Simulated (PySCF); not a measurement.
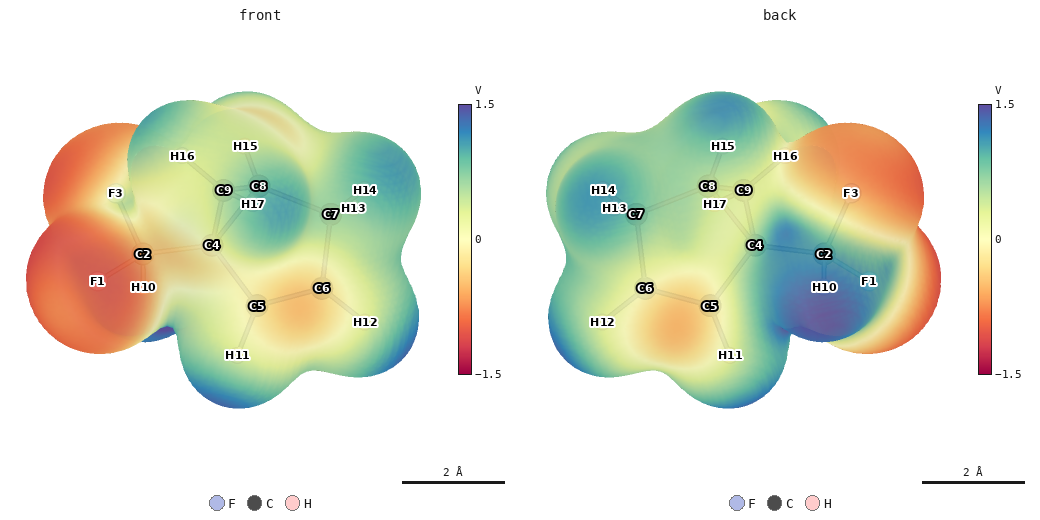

The picture shows: C$_{7}$H$_{8}$F$_{2}$. The electrostatic potential painted on the density surface at 0.004 e/bohr³, seen from the front and from behind; red is negative and blue positive.

Geometry: GFN2-xTB.

All numbers below come from PBE0/pcSseg-1, SCF density, gas phase, non-relativistic (PySCF 2.14.0).

```xyz
17

F    -2.5351   -1.1144    1.0683
C    -1.8142   -0.9443   -0.0744
F    -2.6130   -0.2369   -0.9119
C    -0.5229   -0.2260    0.1981
C     0.6160   -0.9848    0.7747
C     1.7728   -0.5387    0.3038
C     1.6012    0.5548   -0.7122
C     0.1014    0.7827   -0.7443
C    -0.5355    1.2482    0.5266
H    -1.6662   -1.9430   -0.5173
H     0.4694   -1.7731    1.4912
H     2.7488   -0.8904    0.5889
H     1.9830    0.2421   -1.6870
H     2.1436    1.4563   -0.4194
H    -0.3652    1.0353   -1.6839
H    -1.4844    1.7581    0.4526
H     0.0934    1.5863    1.3363
```

Describe the electrostatic potential map.

The most negative region (about −1.1 V) lies over F1, the most positive (about +1.5 V) over C2 and H10.

What dipole moment does the calculation give?

Its dipole moment is 2.40 D.
